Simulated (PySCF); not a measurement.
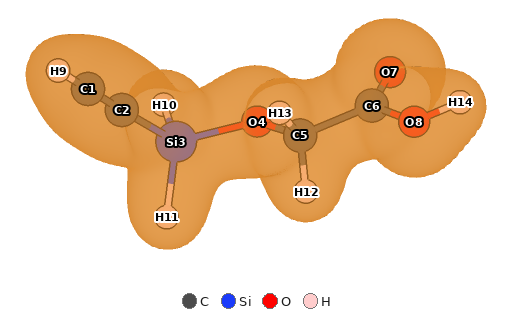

*C4H6O3Si (SMILES C#C[SiH2]OCC(=O)O). Isosurface of the electron density at 0.2 e/Å³ (orange), seen from one side.*

Geometry: GFN2-xTB.

Method: PySCF, PBE0/pcSseg-1, SCF density, gas phase, non-relativistic.

```tsv
atom	x (Å)	y (Å)	z (Å)
C	3.2197	1.2813	-0.3456
C	2.5472	0.2999	-0.1697
Si	1.4656	-1.1866	0.1001
O	-0.0963	-0.7518	0.2251
C	-0.8814	-0.0187	-0.6421
C	-2.2845	0.1420	-0.0874
O	-2.6821	-0.2530	0.9684
O	-3.0584	0.8076	-0.9589
H	3.8153	2.1362	-0.4964
H	1.6496	-1.7949	1.4053
H	1.6830	-2.0546	-1.0652
H	-0.9601	-0.5051	-1.6238
H	-0.4644	0.9853	-0.8036
H	-3.9538	0.9121	-0.5980
```

> Which contacts does the surface bridge?

At this value the surface is in one piece. It bridges the sampled C–O (1.20 Å), C–C (1.20 Å), Si–O (1.63 Å) and C–Si (1.86 Å) contacts, where the density stays above the isovalue. On the grid the lowest density along these lines, outside the cores, is 3 e/Å³ (C–O, 1.20 Å), 2.8 e/Å³ (C–C, 1.20 Å), 0.97 e/Å³ (Si–O, 1.63 Å) and 0.76 e/Å³ (C–Si, 1.86 Å).
